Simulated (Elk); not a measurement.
Band structure of Al2Pt (Fm-3m, 3 atoms in the cell).

```
CELL_PARAMETERS angstrom
      0.00000     2.91142     2.91142
      2.91142     0.00000     2.91142
      2.91142     2.91142     0.00000
ATOMIC_POSITIONS crystal
  Al 0.25000 0.25000 0.25000
  Al 0.75000 0.75000 0.75000
  Pt 0.00000 0.00000 0.00000
```

Level of theory: PBE, all-electron FP-LAPW, Elk's shipped species files, default APW+lo basis run with Elk.

Settings: xctype = 20; stype = 0; swidth = 0.00367493 Ha; ngridk = 13 13 13; maxscl = 100.

The starting cell comes from a database of computed structures (which also holds hypothetical and non-ambient phases and stackings), without a prior relaxation at this level. Its lattice was rescaled by a random factor within 2.5 % of one. Spin-orbit coupling is off. Spin polarisation is off. Values depend on the basis (sphere radii, cutoffs, local orbitals), which need not be converged.

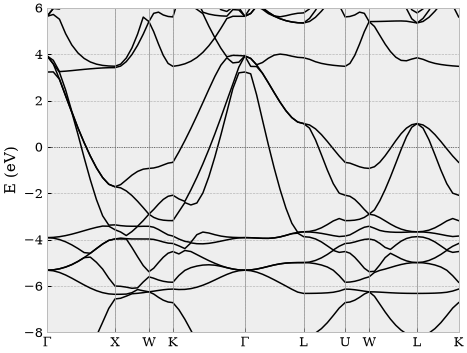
Figure: Bands along the path, energies from the Fermi level.

Levels in eV from the Fermi level, bands 21 to 28:
| point | 21 | 22 | 23 | 24 | 25 | 26 | 27 | 28 |
|---|---|---|---|---|---|---|---|---|
| Γ | -3.91 | -3.91 | 3.23 | 3.92 | 3.92 | 3.92 | 5.63 | 5.63 |
| X | -3.97 | -3.57 | -3.36 | -1.72 | -1.72 | 3.42 | 3.48 | 8.43 |
| W | -3.97 | -3.42 | -2.90 | -2.90 | -0.93 | 5.40 | 5.40 | 6.38 |
| K | -4.17 | -3.85 | -3.18 | -2.08 | -0.67 | 3.47 | 5.61 | 6.98 |
| L | -3.87 | -3.66 | -3.66 | 1.01 | 1.01 | 3.84 | 5.35 | 5.35 |
| U | -4.17 | -3.85 | -3.18 | -2.08 | -0.67 | 3.47 | 5.61 | 6.98 |

Bands cross the Fermi level along this path, so the cell is metallic at this level.
